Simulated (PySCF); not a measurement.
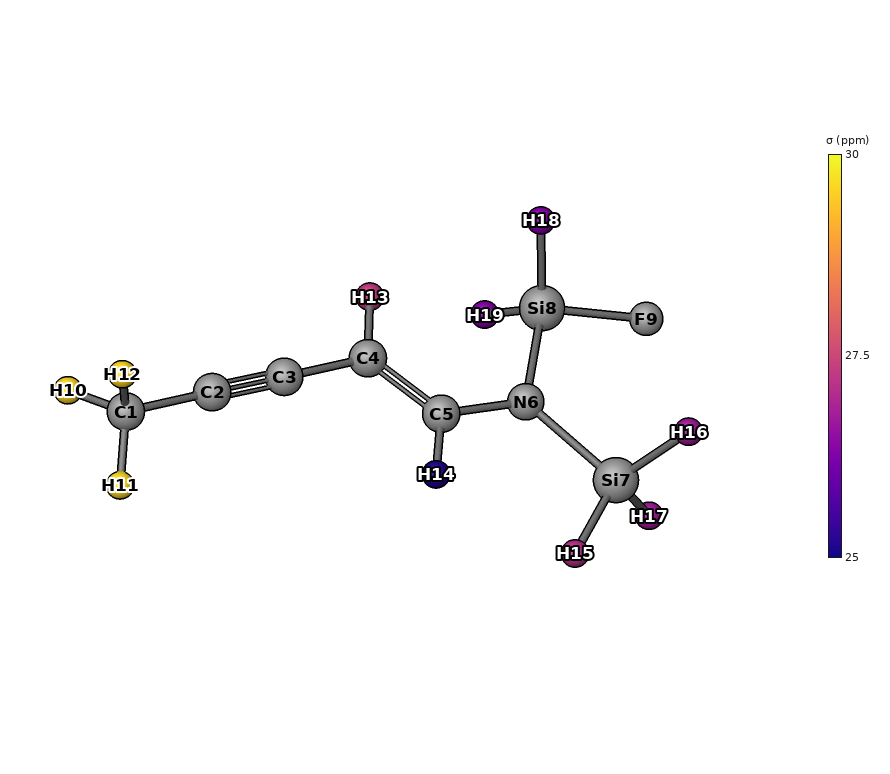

Atoms are coloured by their isotropic NMR shieldings (H only, the others grey). Computed geometry: GFN2-xTB optimisation. No frequency run is at hand to confirm it as a minimum. Properties computed with GIAO PBE0/pcSseg-1 NMR shielding, non-relativistic, gas phase (PySCF 2.14.0).

Which H atom is the most shielded (lowest chemical shift)?

Answer. H11 (29.61 ppm).

Which H atom is the least shielded (highest chemical shift)?

Answer. H14 (25.19 ppm).

How wide is the range of H shifts?

Answer. 4.42 ppm.

List the isotropic NMR shieldings of the H atoms.

```csv
atom,σ (ppm)
H10,29.58
H11,29.61
H12,29.55
H13,27.32
H14,25.19
H15,27.12
H16,26.77
H17,26.74
H18,26.32
H19,26.34
```

The geometry is semi-empirical. Around Si such bond lengths and angles can be off by a tenth of an ångström or more and by several degrees, and values that hang on the shape move with them.
